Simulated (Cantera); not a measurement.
Input: 1 mol MgO, a varied amount of N2, equilibrated at 2848.15 K and 19.0 Pa.

Equilibrium computed with Cantera from the NASA thermochemical tables; the gas is ideal and each condensed phase is pure. Candidate condensed phases: Mg, MgO; 13 gas species. Rates play no part.

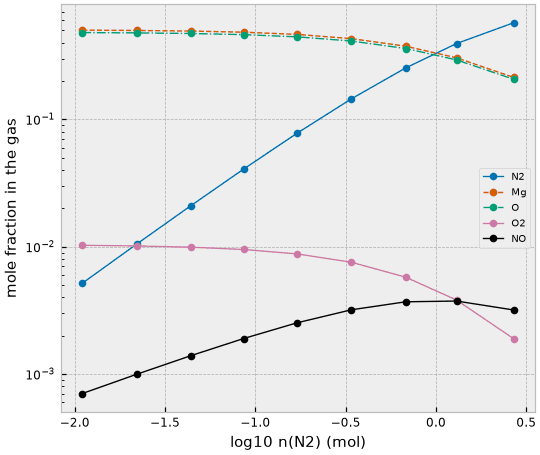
Figure: Equilibrium gas composition (values under 1e-9 drawn at 1e-9)

From 0.011 mol N2 to 2.7 mol N2 nothing is condensed. The main Mg-bearing gas is Mg throughout.
